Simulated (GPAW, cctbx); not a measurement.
# How far are the atoms of TaSi from free atoms?

Aim: compute the bonding part of the density of TaSi, find which reflections carry it, and see how it biases an ordinary refinement.

The start was made by putting kin elements into a known structure type; the compound need not exist, or be stable, in this form. All numbers below are calculated.

**1. Find the equilibrium geometry**

The density hangs on the geometry, so cell and atoms are relaxed first, with the symmetry held. The cutoff is set higher than for the density because stress converges slowly with plane waves.

Settings: GPAW 26.7.0, PBE, 570 eV, 6×6×4 k-points (along the axes of the calculation cell), Fermi–Dirac width 0.1 eV, BFGS to 0.03 eV/Å.

```text
cell
1.0
     3.683000000    0.000000000    0.000000000
    -1.841500000    3.189571562    0.000000000
     0.000000000    0.000000000    5.694000000
Ta Si
2 2
Direct
0.000000000 0.000000000 0.500000000
0.000000000 0.000000000 0.000000000
0.666666667 0.333333333 0.750000000
0.333333333 0.666666667 0.250000000
```

```console
$ OMP_NUM_THREADS=1 mpirun -n 4 gpaw python run.py > gpaw.log
```

```text
BFGS:    0      -30.609619        3.040902
BFGS:    1      -30.754206        2.471727
BFGS:    2      -31.003818        0.705954
BFGS:    3      -31.023295        0.528312
...
BFGS:   14      -31.691289        0.063614
BFGS:   15      -31.691485        0.030856
BFGS:   16      -31.691543        0.000402
cell  3.0250 3.0250 8.0973  90.00 90.00 120.00
volume 64.167 A^3, largest force 0.000 eV/A, largest stress 0.00 GPa
```

The cell moved far, while the k-mesh and basis were chosen for the start, so the final shape may be somewhat biased.

After 16 steps the volume has changed by -4.1 % and the energy by -1.082 eV; the largest stress left is 0.00 GPa. It took 87 s on 4 cores of Intel(R) Xeon(R) Platinum 8488C (Sapphire Rapids) (shared host), peak memory 0.91 GiB.

Relaxed structure: P6_3/mmc (no. 194), a = 3.0250 Å, b = 3.0250 Å, c = 8.0973 Å, α = 90.00°, β = 90.00°, γ = 120.00°.

```
atom  mult.    x    y    z
 Ta1      2    0    0  1/2
 Si1      2  2/3  1/3  3/4
```

**2. Density and charge transfer**

X-rays see the whole electron density, so the PAW density is rebuilt with its core regions. Subtracting spherical free atoms from the same code cancels the cores and leaves the deformation density Δρ, the part due to bonding.

Settings: PBE, 450 eV, 9×9×3 k-points (along the axes of the calculation cell), Fermi–Dirac width 0.1 eV; primitive cell of 4 atoms.

```console
$ OMP_NUM_THREADS=1 mpirun -n 4 gpaw python run.py > gpaw.log
```

```text
|iter:   1|       0s |  -31.933981 | +0.24 |       |
|iter:   2|       0s |  -31.899517 | -2.08 | -1.21 |
|iter:   3|       1s |  -31.632860 | -1.15 | -1.23 |
...
|iter:   8|       2s |  -31.630347c| -6.45 | -4.03c|
|iter:   9|       3s |  -31.630341c| -6.81 | -3.80 |
|iter:  10|       3s |  -31.630342c| -7.89c| -4.66c|
```

```text
grid (30, 30, 80)  electrons 174.000  moved by bonding 0.837 e
deformation density beyond 0.5 A of the nuclei: max 0.082, min -0.095 e/A^3
atom        x       y       z   Voronoi charge  moment
Ta1    0.0000  0.0000  0.5000      0.093       0.00
Ta2    0.0000  0.0000  0.0000      0.093       0.00
Si3    0.6667  0.3333  0.7500     -0.093       0.00
Si4    0.3333  0.6667  0.2500     -0.093       0.00
mean inner potential of superposed free atoms 27.419 V
total magnetic moment 0.000 muB
```

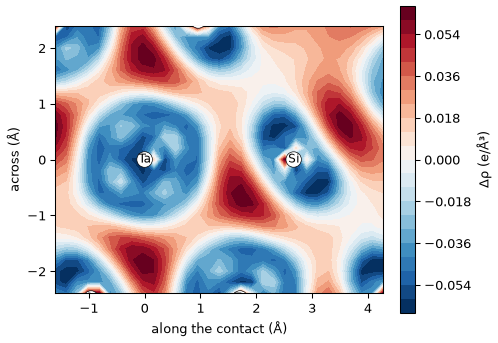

Deformation density in a plane through the shortest contact of the Ta atom at the origin; red gains electrons, blue loses them.

Si gains most (-0.09 e) and Ta loses most (+0.09 e), as electronegativity suggests. Such charges fall far short of formal ones, since overlapping free atoms already put density on their neighbours. Along the shortest contact from the Ta atom at the map's origin, Ta–Si at 2.67 Å, Δρ is +0.03 e/Å³ at the midpoint and highest, +0.04, 1.55 Å from Ta (points within 0.5 Å of a nucleus left out): little piles up between the atoms. At the midpoints of other shortest contacts it is +0.02 (Ta–Ta, 3.02 Å) and +0.01 (Si–Si, 3.02 Å) e/Å³. Point values carry grid noise of about 0.01 e/Å³. The run needed 10 iterations, 8.6 s.

**3. Structure factors**

The Fourier components of Δρ, added to those of the free atoms, give the static X-ray structure factors; the Mott–Bethe relation turns them into the Fourier components V of the potential that fast electrons feel.

```text
static structure factors of the conventional cell: F in electrons, V (Mott-Bethe) in volts
   h  k  l      d  |F| table  |F| free   |F| DFT   change   |V| free  |V| DFT  change %
   0  0  2  4.0487   111.310   111.212   111.310    0.098     7.947    7.833     -1.4
   1  0  0  2.6197   114.730   114.599   114.345   -0.254     8.530    8.655      1.5
   1  0  1  2.4925    16.738    16.769    16.808    0.039     3.319    3.302     -0.5
   1  0  2  2.1994   128.724   128.538   128.206   -0.331    10.872   10.986      1.1
   0  0  4  2.0243   134.637   134.415   133.874   -0.541    11.587   11.745      1.4
   1  0  3  1.8799    14.970    14.969    14.822   -0.146     2.343    2.379      1.6
   1  0  4  1.6018    99.965    99.746    99.946    0.200     5.911    5.875     -0.6
   1  1  0  1.5125   121.430   121.199   121.323    0.124     8.628    8.608     -0.2
   1  1  2  1.4169    87.420    87.283    87.344    0.061     4.405    4.396     -0.2
   1  0  5  1.3775    13.107    13.076    13.007   -0.069     1.514    1.524      0.6
   0  0  6  1.3496    85.551    85.443    85.610    0.167     4.235    4.214     -0.5
   2  0  0  1.3099    91.763    91.654    91.644   -0.010     4.945    4.946      0.0
   2  0  1  1.2931    12.701    12.668    12.696    0.028     1.383    1.380     -0.2
   2  0  2  1.2463   103.974   103.848   103.954    0.106     6.230    6.218     -0.2
```

The largest X-ray change is -0.54 e on 004, 0.4 % of |F|. For electrons V goes as (Z − F)/g², so a change of F counts against Z − F, which is small at low angle and wherever the atoms' terms cancel: |V| of 103 moves by +1.6 % (2.34 to 2.38 V) against -1.0 % in |F|. The tabulated Hartree–Fock atoms differ from the free DFT atoms by up to 0.23 e, so the choice of reference atom matters too.

**4. The functional ladder**

The same geometry is run with other functionals, to see whether the bonding signal is larger than the spread between approximations. Free atoms are LDA for LDA and PBE otherwise; meta-GGAs and hybrids keep PBE cores. Any other changed setting is in the row's label.

```
   run  ΔF 004 (e)  ΔF 102 (e)  ΔF 100 (e)  q(Si) (e)  moved (e)   time
   PBE      -0.541      -0.331      -0.254     -0.093      0.837  8.6 s
   LDA      -0.535      -0.320      -0.237     -0.084      0.795  7.9 s
r2SCAN      -0.554      -0.333      -0.235     -0.096      0.890   23 s
```

At the base's settings ΔF(004) spans -0.554 to -0.535 e, a spread of 4 % of the PBE value; over the three listed reflections the spread is at most 7 %, so sign and size hold across the functionals. Times are from shared hosts.

**5. What a spherical-atom refinement makes of it**

Routine crystallography fits spherical atoms. To see the bias, intensities are simulated from tabulated atoms plus the DFT change ΔF, so that bonding alone can misfit (3890 reflections of the full sphere, merged to the counts below, to 0.4 Å, 1 % proportional noise plus counting noise, assumed isotropic U as listed, Δρ smeared by the mean U) and refined with cctbx over different ranges.

| range | data | R1 | GooF | U Ta1 (true 0.0028) | U Si1 (true 0.0051) | largest shift (Å) | Δρ max, min (e/Å³) |
| --- | --- | --- | --- | --- | --- | --- | --- |
| all data | 240 | 0.0024 | 0.95 | 0.0028 | 0.0051 | 0.0000 | 0.31, -0.37 |
| low resolution, d > 0.84 | 36 | 0.0027 | 1.21 | 0.0027 | 0.0049 | 0.0000 | 0.12, -0.23 |
| high order, d < 0.75 | 195 | 0.0023 | 0.89 | 0.0028 | 0.0051 | 0.0000 | 0.29, -0.28 |
| occupancies free, d > 0.7 | 56 | 0.0025 | 1.12 | 0.0028 | 0.0049 | 0.0000 | 0.15, -0.19 |

With all data GooF is 0.95, so at this noise the bonding hardly shows; the top residual peak, near noise level, lies 0.82 Å from Si and 2.23 Å from Ta. No U is off by more than 3 s.u. at low resolution. Symmetry fixes every coordinate, so the shifts are zero by construction. With Ta1 held at 1 and the scale free, the other occupancies refine to Si1 0.999(0.004), within three s.u. of full.

**6. Answer**

Bonding moves 0.84 e in the primitive cell of TaSi and changes the structure factors of the conventional cell in the table above by at most 0.54 e (004, 0.4 %), and among reflections above 2 % of the strongest by up to 1.0 % (103). The shortest bond, Ta–Si, has Δρ = +0.03 e/Å³ at its midpoint. At the base's settings ΔF(004) spans -0.554 to -0.535 e, a spread of 4 % of the PBE value; over the three listed reflections the spread is at most 7 %, so sign and size hold across the functionals. With all data GooF is 0.95, so at this noise the bonding hardly shows. Limits: static density, frozen cores, no spin–orbit coupling.

[Outputs are excerpts: Python notices, other lines and further rows are left out; steps that failed or that the build refused (PBEsol, TPSS) are not shown.]

[Logs are printed without paths, hosts, clocks, repeated set-up lines and the standing remarks that a program may print on its own settings, such as how far it seeks lower states.]
